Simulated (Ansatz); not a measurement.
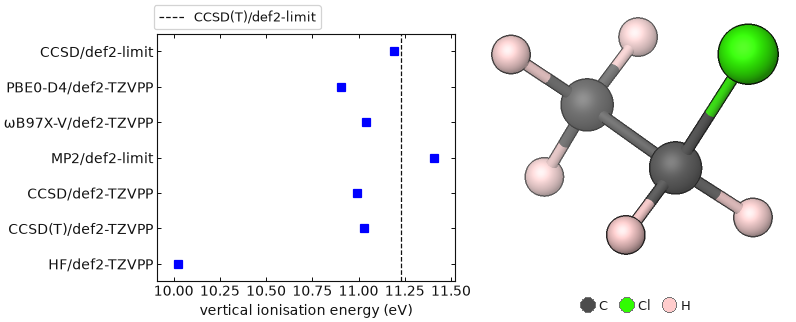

Vertical ionisation energy of C₂H₅Cl, SMILES CCCl, taken as the energy of the cation less that of the neutral at fixed geometry (unrestricted doublet cation, cores frozen in correlated methods, no spin-orbit coupling), the Ansatz code, at a PBE0-D4/def2-TZVP geometry (a minimum by its frequencies). Limit means an estimate of the basis limit from triple and quadruple zeta; for coupled cluster it is either extrapolated directly or built as the MP2 limit plus the step from MP2 in triple zeta. The distance of CCSD/def2-TZVPP and CCSD(T)/def2-TZVPP to the limit includes basis error.

> What range do the values span, the line included?

From 10.02 eV (HF/def2-TZVPP) to 11.41 eV (MP2/def2-limit).

> Give the values.

| level | eV | less CCSD(T)/def2-limit |
| --- | --- | --- |
| CCSD/def2-limit | 11.19 | −0.04 |
| PBE0-D4/def2-TZVPP | 10.91 | −0.32 |
| ωB97X-V/def2-TZVPP | 11.04 | −0.19 |
| MP2/def2-limit | 11.41 | 0.18 |
| CCSD/def2-TZVPP | 10.99 | −0.24 |
| CCSD(T)/def2-TZVPP | 11.03 | −0.20 |
| HF/def2-TZVPP | 10.02 | −1.21 |
| CCSD(T)/def2-limit | 11.23 | 0.00 |
